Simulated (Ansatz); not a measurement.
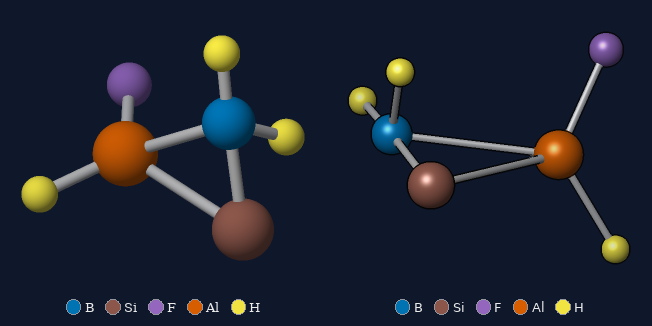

The same structure drawn twice, from different directions.

The computed structure is the end point of a PBE0-D4/def2-TZVP optimisation. No frequency run is at hand to confirm it as a minimum.

Identify the structure.

It has 7 atoms: 1 aluminium, 1 boron, 1 fluorine, 3 hydrogen and 1 silicon (AlBFH₃Si). The point group is C1. Coordination, clear cases only: 1 B see-saw.

More results for the same structure follow; atom numbers are the same in all pictures, views and colours differ.

### Dipole moment

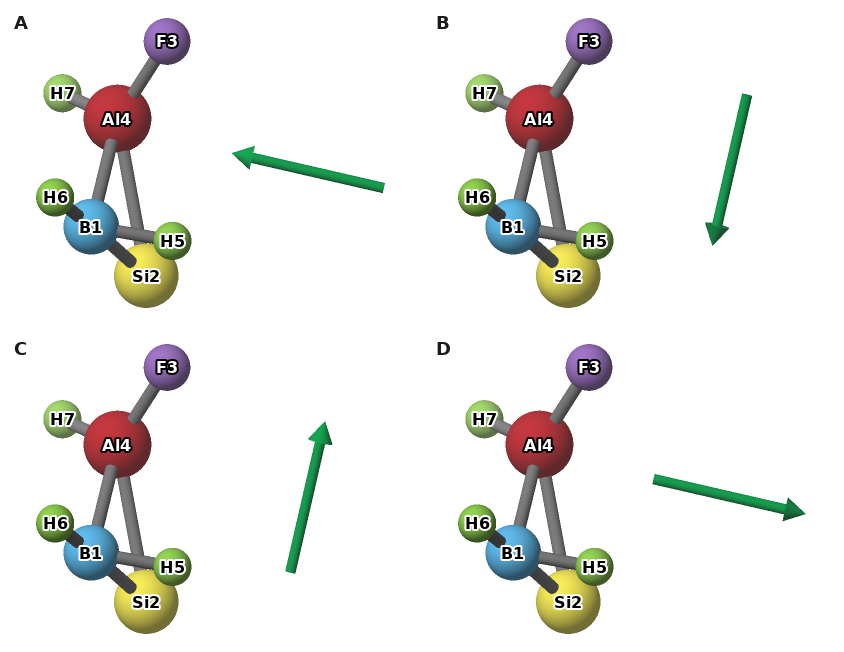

The same molecule four times, each with an arrow. No frequency run is at hand to confirm it as a minimum. Level of theory: RKS PBE0-D4/def2-TZVP (Ansatz 0.2.0).

> Which arrow points along the dipole moment, from the negative to the positive end?

B. The dipole moment is 1.70 D; it points from the side of F3 to the side of Si2 (the outermost atoms at the two ends).

### Charges

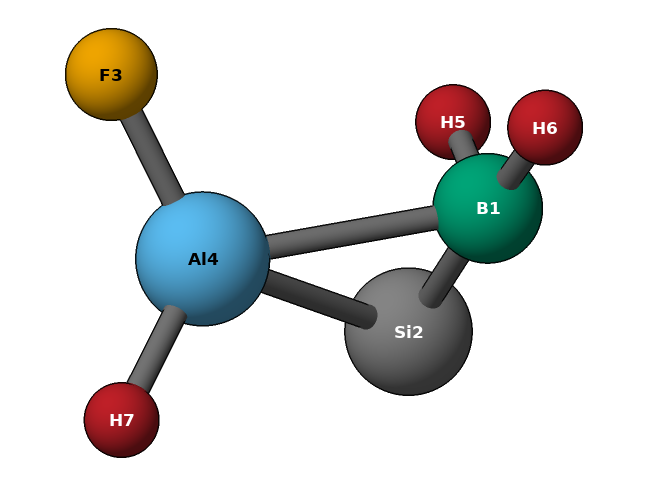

The questions are on Mulliken charges. No frequency run is at hand to confirm it as a minimum. Method: RKS PBE0-D4/def2-TZVP (Ansatz 0.2.0).

> Which atom carries the highest charge (most positive or least negative)?

Al4 (0.52 e).

> And the lowest?

F3 (−0.34 e).

List the Mulliken charges.

```
atom  value (e)
  B1      −0.15
 Si2      −0.14
  F3      −0.34
 Al4       0.52
  H5       0.13
  H6       0.08
  H7      −0.09
```

### Electronic properties

No frequency run is at hand to confirm it as a minimum. Method: RKS PBE0-D4/def2-TZVPP (Ansatz 0.2.0).

Predict the main results.

- HOMO energy (Kohn–Sham orbital): −7.36 eV
- LUMO energy (Kohn–Sham orbital): −2.70 eV
- HOMO–LUMO gap: 4.66 eV
- dispersion correction: −12.6 kJ/mol

Mulliken values depend strongly on the basis set and can even reverse the polarity of a bond.
